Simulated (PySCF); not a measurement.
# What a change does: NMR shielding calculation on C3H6SSi

System: C3H6SSi, SMILES C=C1C[SiH2]S1.
Method of the first run: GIAO PBE0/pcSseg-2 NMR shielding, non-relativistic, gas phase (PySCF 2.14.0).

The geometry comes from this level: PBE0-D3(BJ)/def2-SVP. Text and figures count atoms from 1; the logs count them from 0 in places.

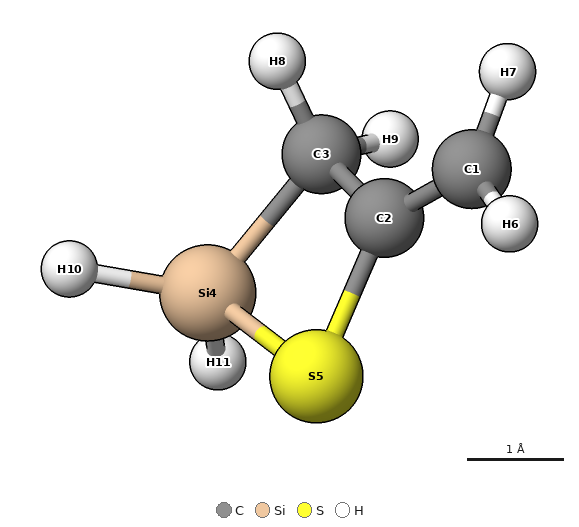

The structure (ball-and-stick view, seen at a tilt; atoms are numbered from 1 in the order of the input).

## Input, the first run
```
{"job": {"kind": "nmr", "xc": "PBE0", "basis": "pcSseg-2", "pop": false}, "charge": 0, "multiplicity": 1}
C      1.965688    -0.489386     0.402952
C      0.658977    -0.404123     0.150165
C     -0.135990     0.810871    -0.299318
Si    -1.797994    -0.082930    -0.163903
S     -0.516226    -1.756415     0.311232
H      2.430123    -1.420246     0.735864
H      2.603616     0.389416     0.277366
H      0.006844     1.682992     0.357160
H      0.119460     1.110930    -1.328544
H     -2.701254     0.355980     0.940228
H     -2.601617    -0.232344    -1.411937
```

The first line tells a small driver script what to run in PySCF; the rest is the geometry in Å.

Launched with:
```bash
OMP_NUM_THREADS=1 python <driver script> task.json out
```

Hardware: 1 CPU thread, shared host.

## Output (the first run)
```
coarse grid: 10232 points
cycle   1  E = -805.2278475392  dE =  4.772e-01  |g| = 3.811e-01  |ddm| = 2.493e+00
cycle   2  E = -805.2163967283  dE =  1.145e-02  |g| = 4.264e-01  |ddm| = 8.459e-01
cycle   3  E = -805.2644899442  dE = -4.809e-02  |g| = 5.706e-02  |ddm| = 5.120e-01
cycle   4  E = -805.2650983984  dE = -6.085e-04  |g| = 3.713e-02  |ddm| = 9.484e-02
cycle   5  E = -805.2654482763  dE = -3.499e-04  |g| = 7.471e-03  |ddm| = 3.140e-02
cycle   6  E = -805.2654600238  dE = -1.175e-05  |g| = 3.817e-03  |ddm| = 1.442e-02
cycle   7  E = -805.2654633211  dE = -3.297e-06  |g| = 6.571e-04  |ddm| = 4.328e-03
final grid: 89528 points
cycle   8  E = -805.2759279527  dE = -5.762e-05  |g| = 7.146e-03  |ddm| = 3.968e-02
cycle   9  E = -805.2759138197  dE =  1.413e-05  |g| = 1.002e-02  |ddm| = 1.546e-02
cycle  10  E = -805.2759402488  dE = -2.643e-05  |g| = 8.964e-04  |ddm| = 1.143e-02
cycle  11  E = -805.2759404029  dE = -1.541e-07  |g| = 4.161e-04  |ddm| = 1.312e-03
cycle  12  E = -805.2759404431  dE = -4.018e-08  |g| = 1.151e-04  |ddm| = 3.615e-04
cycle  13  E = -805.2759404467  dE = -3.528e-09  |g| = 2.935e-05  |ddm| = 1.612e-04
cycle  14  E = -805.2759404469  dE = -2.019e-10  |g| = 6.080e-06  |ddm| = 2.763e-05
converged SCF energy = -805.2759404469

GIAO shielding tensors (ppm)
atom      isotropic    diamagn.    paramagn.     s11        s22        s33       span
  0 C       63.481     251.976    -188.495    -53.701    101.338    142.807    196.508
  1 C       23.448     256.245    -232.796    -82.840     32.590    120.596    203.436
  2 C      158.455     245.145     -86.690    126.634    155.008    193.724     67.090
  3 Si     369.981     877.353    -507.372    310.321    391.803    407.819     97.498
  4 S      477.277    1057.419    -580.142    298.349    365.491    767.991    469.642
  5 H       25.914      29.804      -3.890     22.360     24.748     30.635      8.275
  6 H       26.046      30.974      -4.928     21.895     25.522     30.722      8.826
  7 H       28.579      30.000      -1.421     25.349     26.562     33.827      8.478
  8 H       28.357      29.858      -1.501     25.383     26.532     33.156      7.773
  9 H       25.939      28.575      -2.635     23.012     24.195     30.610      7.597
 10 H       26.004      28.482      -2.478     22.986     24.257     30.768      7.783
```

For the second run the input was changed thus:
```diff
-"xc": "PBE0"
+"xc": "wB97X-D"
```

What does this change do to the results?

The total energies belong to different methods, so their difference says nothing on which is more stable or more accurate. The HOMO goes from −6.45 to −8.22 eV. The LUMO goes from −0.45 to 1.27 eV. The dipole moment goes from 1.91 to 1.99 D. Of all shieldings, the largest change is that of S5, by +2.4 ppm. The functional changes from PBE0 to wB97X-D. The SCF takes 13 iterations against 14.

## Output (the second run)
```
coarse grid: 10232 points
cycle   1  E = -805.5822768397  dE =  5.837e-01  |g| = 3.499e-01  |ddm| = 2.440e+00
cycle   2  E = -805.5996060927  dE = -1.733e-02  |g| = 2.926e-01  |ddm| = 7.176e-01
cycle   3  E = -805.6181685525  dE = -1.856e-02  |g| = 5.202e-02  |ddm| = 3.004e-01
cycle   4  E = -805.6187513666  dE = -5.828e-04  |g| = 2.891e-02  |ddm| = 6.376e-02
cycle   5  E = -805.6189629593  dE = -2.116e-04  |g| = 4.444e-03  |ddm| = 3.571e-02
cycle   6  E = -805.6189707639  dE = -7.805e-06  |g| = 1.073e-03  |ddm| = 1.123e-02
final grid: 89528 points
cycle   7  E = -805.6339877818  dE = -1.766e-04  |g| = 6.584e-03  |ddm| = 5.245e-02
cycle   8  E = -805.6339902154  dE = -2.434e-06  |g| = 5.449e-03  |ddm| = 9.875e-03
cycle   9  E = -805.6339966849  dE = -6.470e-06  |g| = 7.344e-04  |ddm| = 5.839e-03
cycle  10  E = -805.6339968147  dE = -1.298e-07  |g| = 4.385e-04  |ddm| = 1.064e-03
cycle  11  E = -805.6339968601  dE = -4.536e-08  |g| = 9.839e-05  |ddm| = 5.867e-04
cycle  12  E = -805.6339968637  dE = -3.584e-09  |g| = 2.391e-05  |ddm| = 2.696e-04
cycle  13  E = -805.6339968640  dE = -3.799e-10  |g| = 9.681e-06  |ddm| = 1.219e-04
converged SCF energy = -805.6339968640

GIAO shielding tensors (ppm)
atom      isotropic    diamagn.    paramagn.     s11        s22        s33       span
  0 C       62.098     252.642    -190.544    -58.151     99.994    144.451    202.602
  1 C       23.180     256.089    -232.910    -88.407     33.525    124.422    212.829
  2 C      159.441     245.196     -85.754    127.617    156.392    194.314     66.697
  3 Si     368.893     877.254    -508.361    312.137    390.562    403.981     91.844
  4 S      479.713    1057.712    -577.999    298.118    360.898    780.124    482.006
  5 H       26.004      29.930      -3.926     22.416     24.822     30.775      8.360
  6 H       26.143      31.088      -4.945     21.982     25.561     30.886      8.904
  7 H       28.792      30.152      -1.359     25.519     26.774     34.084      8.565
  8 H       28.579      30.021      -1.442     25.582     26.726     33.430      7.848
  9 H       26.146      28.639      -2.493     23.244     24.374     30.820      7.575
 10 H       26.197      28.557      -2.360     23.210     24.403     30.977      7.766
```

## The two runs side by side

| quantity | the first run | the second run |
| --- | --- | --- |
| outcome | converged | converged |
| total energy (hartree) | −805.275940 | −805.633997 |
| HOMO (eV) | −6.45 | −8.22 |
| LUMO (eV) | −0.45 | 1.27 |
| dipole moment (D) | 1.91 | 1.99 |
| shielding of C1 (ppm) | 63.5 | 62.1 |
| shielding of C2 (ppm) | 23.4 | 23.2 |
| shielding of C3 (ppm) | 158.5 | 159.4 |
| shielding of Si4 (ppm) | 370.0 | 368.9 |
| shielding of S5 (ppm) | 477.3 | 479.7 |
| shielding of H8 (ppm) | 28.6 | 28.8 |
| shielding of H9 (ppm) | 28.4 | 28.6 |
| SCF iterations | 14 | 13 |
| basis functions | 278 | 278 |
| wall time (shared host) | 49 s | 66 s |
